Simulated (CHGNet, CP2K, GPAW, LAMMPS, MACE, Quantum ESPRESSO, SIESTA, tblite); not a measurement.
# Glassy 68SiO2-14MgO-11ZnO-7BaO (mol %) (75 atoms) in tblite

How near does tblite come to plane waves for glassy 68SiO2-14MgO-11ZnO-7BaO (mol %) (75 atoms)?

Program: tblite 0.8.0. Level of theory: the method is named at each step. Results are calculated unless marked as measured.

### Step 1. Starting point

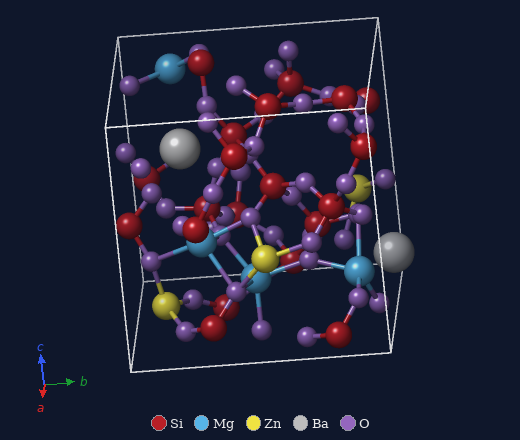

The cell as given, slightly off an axis (silicon red, magnesium blue, zinc yellow, barium light grey, oxygen purple). Some periodic images of atoms are drawn too.

The cell holds 75 atoms: 19 Si, 4 Mg, 3 Zn, 2 Ba and 47 O. Cell: a = 9.925 Å, b = 9.925 Å, c = 9.925 Å, α = 90.0°, β = 90.0°, γ = 90.0°. 75 atoms (19 Si, 4 Mg, 3 Zn, 2 Ba, 47 O) placed at random at 3.15 g/cm³, melted at 4000 K for 10 ps at fixed volume with the Morse and Coulomb pair potential with partial charges (Pedone, Malavasi, Menziani, Cormack and Segre, J. Phys. Chem. B 110, 11780 (2006)). Quenched from 4000 K to 300 K at 25 K/ps and fixed volume, held 5 ps, then minimised at fixed cell.

The yardstick, on the same geometry:

| Property | Result |
| --- | --- |
| method | Kohn-Sham DFT, PBE, SSSP efficiency 1.3.0 pseudopotentials, plane waves (Quantum ESPRESSO 7.5); sssp-pbe-1.3.0-efficiency, cutoffs 60/480 Ry, Γ point |
| r.m.s. force component | 0.9872 eV/Å |
| longest force | 3.172 eV/Å |
| pressure | 6.011 GPa |
| gap (highest filled to lowest empty level) | 3.666 eV |
| time | 4.2 min on 4 MPI ranks of Intel Xeon Platinum 8259CL at 2.50GHz (Skylake/Cascade Lake), shared host |
| CPU time | 17 min |

### Step 2. GFN1-xTB

Method: GFN1-xTB tight binding, diagonalisation.

run.py

```python
import numpy as np
from ase.io import read
from tblite.ase import TBLite

atoms = read("structure.xyz")
atoms.calc = TBLite(method="GFN1-xTB", electronic_temperature=580, accuracy=1.0, max_iterations=250, mixer_damping=0.4, verbosity=1)
energy = atoms.get_potential_energy()
forces = atoms.get_forces()
print(f"energy {energy:.6f} eV")
print("forces (eV/A)")
for i, (a, f) in enumerate(zip(atoms, forces)):
    print(f"{i:4d} {a.symbol:2s} {f[0]:10.5f} {f[1]:10.5f} {f[2]:10.5f}")
stress = -atoms.get_stress(voigt=False) * 160.21766
print("stress (GPa, compression positive)")
for row in stress:
    print(" ".join(f"{x:10.4f}" for x in row))
print("charges (e)")
print(np.array2string(atoms.get_charges(), precision=4, suppress_small=True, max_line_width=110, threshold=100000))
```

structure.xyz

```xyz
75
Lattice="9.92530 0.00000 0.00000 0.00000 9.92530 0.00000 0.00000 0.00000 9.92530" Properties=species:S:1:pos:R:3 pbc="T T T"
Si 3.98402 4.32495 7.05609
Si 8.09190 8.09974 5.41058
Si 3.62144 3.34502 0.03246
Si 5.81543 0.17081 4.40922
Si 5.78595 8.82349 8.87183
Si 7.11227 6.00620 9.26725
Si 9.79061 3.00429 5.49266
Si 2.08451 6.53085 8.29844
Si 4.61834 7.21440 3.47088
Si 3.74879 3.01173 4.12773
Si 8.73972 9.60809 7.95394
Si 6.14436 5.80322 5.69405
Si 2.06982 0.71403 4.88424
Si 8.65645 3.20329 1.06538
Si 9.26616 7.96853 0.63969
Si 2.87228 9.41395 7.66144
Si 9.47638 4.72434 8.21378
Si 2.62653 5.98764 1.35798
Si 1.02906 3.88754 2.78474
Mg 0.91839 1.92819 8.82468
Mg 6.95108 2.94513 3.94699
Mg 5.82595 4.77010 1.92700
Mg 6.62732 8.77655 2.18257
Zn 6.01632 1.27292 1.14796
Zn 8.57596 5.42835 3.67097
Zn 0.06958 8.47442 3.13242
Ba 6.76717 2.47626 7.69975
Ba 2.84132 9.84620 1.45733
O 2.64718 0.06243 6.19914
O 2.46803 3.53817 3.29341
O 5.60551 1.13228 5.57147
O 9.28631 1.13079 7.94977
O 6.37641 4.82509 0.00883
O 7.08448 9.57911 8.23413
O 4.43443 9.12334 8.08396
O 0.73616 7.83811 1.35838
O 0.15702 4.13160 4.19701
O 2.22823 0.43890 8.73962
O 9.32343 8.77416 9.18924
O 9.21177 3.84268 9.56779
O 6.18416 0.89784 3.03913
O 3.64040 3.55961 5.68372
O 4.79253 8.80394 3.82531
O 2.15657 7.96545 7.69439
O 5.45336 4.95114 6.82136
O 3.71832 4.71571 0.99888
O 2.64628 6.62395 9.81711
O 2.07072 3.18533 9.75191
O 2.97322 5.48859 7.44417
O 3.32825 1.43282 4.09319
O 8.02540 5.40522 8.03939
O 4.37845 2.17523 0.72216
O 3.35247 6.85302 2.54187
O 8.39730 2.40788 5.17922
O 4.85377 6.36291 4.78687
O 1.05337 1.93692 5.32125
[... 15 atom lines left out ...]
O 5.64690 9.32750 0.48247
O 6.97302 7.11376 6.03419
O 8.31313 6.68439 0.30471
O 8.90984 8.81248 6.56628
```

The run is started by

```
$ OMP_NUM_THREADS=1 python run.py > output.txt
```

The log of the run:

```text
------------------------------------------------------------
  cycle        total energy    energy error   density error
------------------------------------------------------------
      1     -241.5976175967  -2.4280411E+02   1.0932569E+00
      2      1348.100559963   1.5896982E+03   1.4964434E+00
      3      583.1532268860  -7.6494733E+02   1.2883300E+00
      4      522.8189291702  -6.0334298E+01   1.0355428E+00
      5      176.5261330892  -3.4629280E+02   6.7908988E-01
      6      705.8910169938   5.2936488E+02   9.5576579E-01
      7     -226.2790822395  -9.3217010E+02   2.8497293E-01
      8     -226.1299200287   1.4916221E-01   2.3941966E-01
      9     -268.5064952944  -4.2376575E+01   1.0739678E-01
     10     -108.9540072773   1.5955249E+02   3.7625593E-01
     11      10.27342869090   1.1922744E+02   4.9441681E-01
     12     -4.087366066668  -1.4360795E+01   4.8225008E-01
     13     -7.400997195243  -3.3136311E+00   4.7884511E-01
     14     -265.4979358977  -2.5809694E+02   8.8760441E-02
     15     -261.6972889406   3.8006470E+00   9.4154253E-02
     16     -269.6966629564  -7.9993740E+00   3.8202869E-02
     17     -269.7528830524  -5.6220096E-02   3.2586287E-02
     18     -270.3554192558  -6.0253620E-01   2.1944610E-02
     19     -270.6632433788  -3.0782412E-01   1.1742529E-02
     20     -270.6747564198  -1.1513041E-02   1.1148157E-02
     21     -270.8188550459  -1.4409863E-01   2.5765556E-03
     22     -270.8122225061   6.6325398E-03   3.1694985E-03
     23     -270.8135287744  -1.3062683E-03   2.8066767E-03
     24     -270.8219586929  -8.4299185E-03   6.6494004E-04
     25     -270.8222779299  -3.1923700E-04   3.0598751E-04
     26     -270.8223450341  -6.7104205E-05   1.9092108E-04
     27     -270.8223858209  -4.0786806E-05   4.8455239E-05
     28     -270.8223860676  -2.4668805E-07   4.2144275E-05
     29     -270.8223871928  -1.1252204E-06   2.9407302E-05
     30     -270.8223881593  -9.6651536E-07   3.2013291E-06
------------------------------------------------------------
 total:                                  10.032 sec
energy -7369.452548 eV
forces (eV/A)
   0 Si    0.29212   -0.60038   -0.21763
   1 Si   -0.29708   -0.63163   -0.63263
   2 Si   -0.47904    1.26238    0.08741
   3 Si   -0.72701   -1.81358   -0.76038
   4 Si    0.89165    0.27214    0.44336
   5 Si    1.28314    0.76948    0.08161
   6 Si    0.82950    1.10328   -0.36739
   7 Si    0.34059   -1.05585    0.58629
   8 Si    1.00502    1.12119   -0.37669
   9 Si    0.13544   -0.26326    0.72607
  10 Si   -1.21204   -0.48004    0.09732
  11 Si   -0.56292    0.72765   -0.80207
  12 Si    0.11953    1.30085   -0.93576
  13 Si    0.77112    1.33755    0.48988
  14 Si   -0.64436   -0.91065    0.35182
  15 Si    0.50601    0.20601    0.87528
  16 Si   -1.01631   -0.89255    0.18872
  17 Si    0.35717   -0.47316    0.36872
  18 Si   -1.39515    0.39791    0.44797
  19 Mg   -0.01413    0.09801    0.07946
  20 Mg   -0.15685    0.08299    0.67913
  21 Mg   -0.24808    0.57459   -0.49960
  22 Mg    0.16810   -0.69507   -0.25869
  23 Zn    0.06847    0.18067    0.15672
[...]
67 O    -0.09536    1.02717   -0.01122
  68 O     2.15639   -0.41041   -2.00598
  69 O    -1.09832    1.61856   -0.52003
  70 O     0.27467   -0.35190    0.00955
  71 O    -0.61732    1.20058    2.44716
  72 O     0.18220    0.48817    1.84777
  73 O    -0.13181   -0.85430    0.83383
  74 O     1.77890    0.10554   -0.24785
stress (GPa, compression positive)
   -3.5062    -0.4615    -0.0666
   -0.4615    -3.0670    -2.7858
   -0.0666    -2.7858    -4.7555
charges (e)
[ 0.9469  0.9483  0.932   0.9283  0.9282  0.9617  0.9416  0.9665  0.9325  0.9697  0.9329  0.9663  0.9351
  0.9436  0.923   0.9343  0.9544  0.979   0.9731  0.7871  0.8261  0.8473  0.8579  1.0826  1.1689  1.1026
  1.3535  1.3253 -0.4456 -0.461  -0.713  -0.7143 -0.6916 -0.5495 -0.4992 -0.736  -0.5521 -0.7489 -0.4797
 -0.5065 -0.7421 -0.4778 -0.5745 -0.463  -0.5103 -0.5135 -0.4778 -0.6786 -0.456  -0.5251 -0.5148 -0.7667
 -0.5273 -0.7057 -0.4841 -0.4676 -0.7249 -0.6737 -0.7116 -0.7431 -0.4561 -0.7102 -0.7032 -0.5227 -0.5094
 -0.5457 -0.7345 -0.4288 -0.7222 -0.4672 -0.5096 -0.7756 -0.4634 -0.5033 -0.461 ]
```

Wall time 11 s (1 thread of Intel Xeon Platinum 8259CL at 2.50GHz (Skylake/Cascade Lake), shared host); peak memory 0.11 GiB.

Banners, paths, timers and routine set-up lines are dropped from the logs unmarked, and long logs keep their key lines alone; longer cuts are marked.

Against the reference:

```yaml
r_m_s_force_component: 1.255 eV/Å
r_m_s_difference_of_force_components: 634.6 meV/Å
longest_difference_of_force_vectors: 2217 meV/Å
force_difference_over_r_m_s_force: 64.29 %
slope_of_forces_against_the_reference_s: 1.101
correlation_of_force_components: 0.8663
pressure: -3.776 GPa
pressure_difference: -9.787 GPa
```

Length of the force difference by element (eV/Å):

```tsv
element	atoms	mean	most
Ba	2	0.76	1.0
Mg	4	0.48	0.68
O	47	0.87	2.2
Si	19	1.3	2.0
Zn	3	0.59	0.79
```

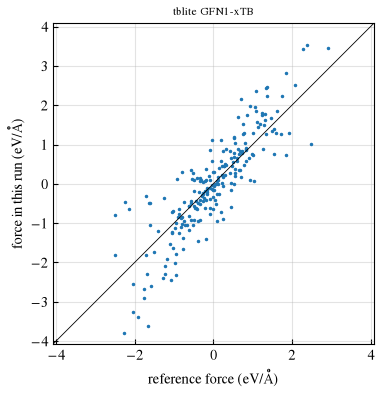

Force components against those of the reference; the line marks equality.

Local excerpt of 9 atoms (numbers count through the whole input) about O52, which bears the longest force; x, y, z are measured from there.

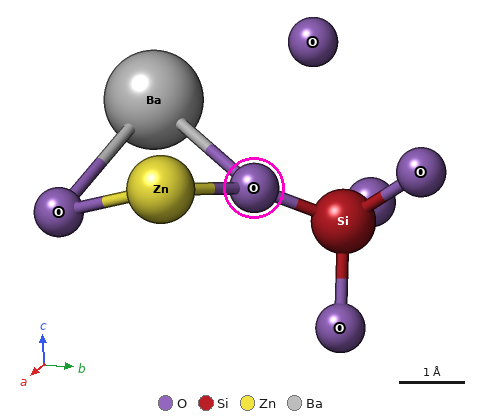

The atoms of the table, within 3.1 Å (arrows a, b, c point along x, y, z); some may hide others; the central atom is ringed.

```tsv
atom	x	y	z	distance (Å)	Mulliken charge (e)	Fx	Fy	Fz (eV/Å)
O52	0.00	0.00	0.00	0.00	-0.77	2.23	-3.38	1.58
Si3	-0.76	1.17	-0.69	1.55	0.93	-0.48	1.26	0.09
Zn24	1.64	-0.90	0.43	1.92	1.08	0.07	0.18	0.16
O66	-0.25	1.26	-2.26	2.60	-0.55	1.67	-1.37	-0.42
O46	-0.66	2.54	0.28	2.64	-0.51	1.30	0.38	0.87
O48	-2.31	1.01	-0.90	2.67	-0.68	-3.25	-1.78	-0.41
Ba28	-1.54	-2.25	0.74	2.83	1.33	0.86	0.01	-0.62
O72	1.27	-2.77	-0.24	3.06	-0.78	-0.62	1.20	2.45
O58	0.70	1.36	2.75	3.14	-0.67	2.81	0.46	-1.53
```

Atoms are counted from 1 here, from 0 in the log.

Forces lie 64 % from the reference's, at 0.011 times its CPU time (on 1 against 4 cores).

### Step 3. Summary of results

| Quantity | Value |
| --- | --- |
| force difference from the reference | tblite GFN1-xTB, 64 % |
| its CPU time | 11 s |

In words: Tight binding differs by 64 % (tblite GFN1-xTB); it is another model, with fitted parameters of its own, and the xTB methods hold dispersion. One electronic-structure run takes under half the reference's CPU time: tblite GFN1-xTB, at 64 % in 11 s against 17 min, too far off to be of use; its pressure misses by -9.8 GPa. Periodic xTB results under one method name differ between programs and library versions. The reference's pressure holds the uncorrected Pulay stress of its 60 Ry basis, so small pressure differences, and their order, may be the reference's own error. The quench rate of 25 K/ps is many orders above laboratory rates, so the cell is likely richer in defects and strain than a real sample. The network of bonds at the start is that of the classical potential that made the cell, and needn't be the one that DFT or experiment would give. The reference's pressure of 6.0 GPa belongs to a cell and atoms that aren't relaxed at this level. The electronic-structure runs sample only Γ, in a cell whose shortest periodic width is 10 Å. Spin–orbit coupling is left out, which matters for the levels of the heavy elements.

[Also dropped from logs without a mark: logging warnings of Python, and SIESTA's first energy breakdown and zero terms.]

[Logs are printed without paths, hosts, clocks, repeated set-up lines and the standing remarks that a program may print on its own settings, such as how far it seeks lower states.]

[Hosts, paths, dates, database ids (printed as entryN), source tags and the programs' standing remarks are cut or masked in the printed files.]
